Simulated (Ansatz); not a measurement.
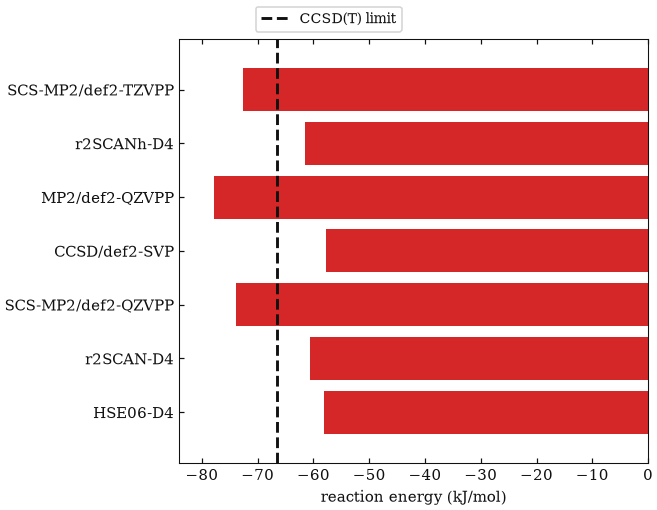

Electronic reaction energy of Si₂H₆Se ([SiH3][SiH2][SeH]) + PH₃Se (P[SeH]) → SiPH₅Se₂ (P[Se][SiH2][SeH]) + SiH₄ ([SiH4]) (SMILES in brackets) at several levels (functionals in def2-TZVPP unless a basis is named), isolated molecules at PBE0-D4 triple-zeta geometries, minima by their frequencies, no zero-point or thermal terms, the Ansatz code. The line is frozen-core CCSD(T) at the basis limit (MP2 extrapolated from triple and quadruple zeta, plus CCSD(T) less MP2 in a smaller set). The distance of SCS-MP2/def2-TZVPP, MP2/def2-QZVPP, CCSD/def2-SVP and SCS-MP2/def2-QZVPP to the limit includes basis error.

What range do the values span, the line included?

Answer. From −77.8 kJ/mol (MP2/def2-QZVPP) to −57.8 kJ/mol (CCSD/def2-SVP).

Which level comes closest to the line (CCSD(T) limit), and which misses most?

Answer. Closest r2SCANh-D4 (−61.5 kJ/mol), against −66.5 kJ/mol; farthest MP2/def2-QZVPP (−77.8 kJ/mol).

Known limits of this run: no scalar relativity up to krypton; outer-core shells are correlated without core-valence functions, which makes the correlated values less sure; one conformer of each flexible molecule.
